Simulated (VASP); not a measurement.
Band structure of ZrSi (relaxed from the WC structure, space group P-6m2). Level of theory: PBEsol GGA, VASP's PBE PAW potentials (set 64) (plane waves; VASP 6.6.1).

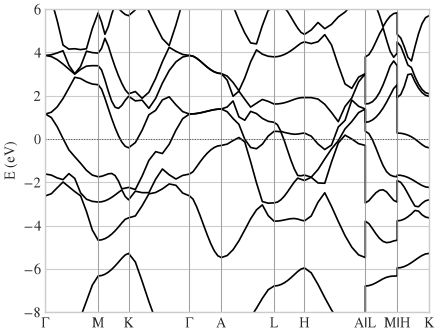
*Bands along high-symmetry lines, zero at the valence-band maximum or, without a gap, the Fermi level*

Question: Read the plot: is there a gap, and where are the band edges?

Answer: It has no gap at this level: it comes out as a metal or semimetal. (Edges off the drawn lines would not show.)

The structure was generated: ZrSi was put into the WC type (P-6m2), which need not be its known phase. It was relaxed first, which changed the volume by -11 %.
